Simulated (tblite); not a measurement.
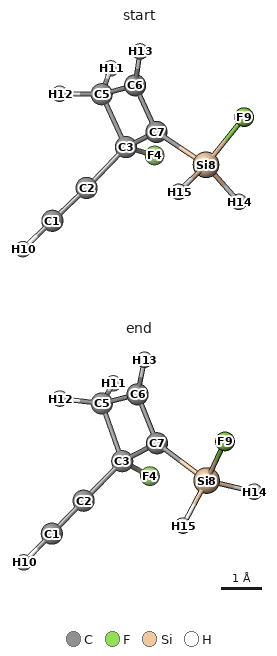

The structure of C6H6F2Si before (top) and after (bottom) a relaxation, at one scale.

Style: ball-and-stick. Shown at a tilt.

The calculation used tblite 0.8.0, GFN2-xTB geometry optimisation, gas phase. 

Describe what moved and what it gained.

The energy falls by 0.557 eV in 109 geometry steps. The atom that moves furthest after the best rigid fit is F9 (0.74 Å). By element the largest moves are F 0.74 Å, H 0.72 Å, C 0.19 Å, Si 0.08 Å. Near-neighbour distances that change, for instance: C3–C5 1.477 → 1.557 Å, Si8–F9 1.687 → 1.612 Å, C3–C7 1.454 → 1.526 Å, C5–C6 1.455 → 1.500 Å. Bond angles that change, for instance: C6–C5–H12 110.7° → 116.9°, C2–C3–C5 110.8° → 116.0°, C3–C7–Si8 134.8° → 130.2°. Groups turn about C7–Si8 by about 35°.
